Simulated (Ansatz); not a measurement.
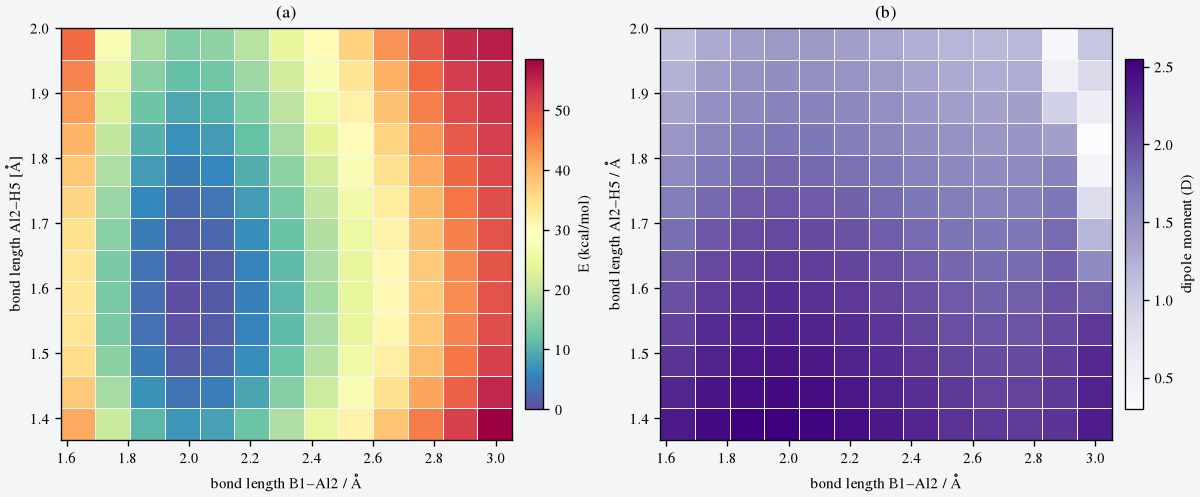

AlBH₃, SMILES [BH2][AlH], spin multiplicity 2. First axis: bond length B1–Al2. Second axis: bond length Al2–H5. Nothing is relaxed (all other coordinates rigid). The grid has 13 × 13 points. All energies are given in kcal/mol relative to the lowest grid point. Theory: UKS B3LYP-D4/def2-TZVP in Ansatz 0.2.0.

Panel (a) is the energy; panel (b) is the computed dipole moment, in D.

The picture shows one coloured cell a grid point.

> How does the dipole moment vary over the map, and what is it at the lowest grid point?

Leaving out the highest fifth of the energies, it runs from 1.20 D at bond length B1–Al2 = 2.543 Å, bond length Al2–H5 = 1.976 Å to 2.55 D at bond length B1–Al2 = 1.977 Å, bond length Al2–H5 = 1.391 Å. At the lowest grid point, bond length B1–Al2 = 1.977 Å, bond length Al2–H5 = 1.586 Å, it is 2.23 D.
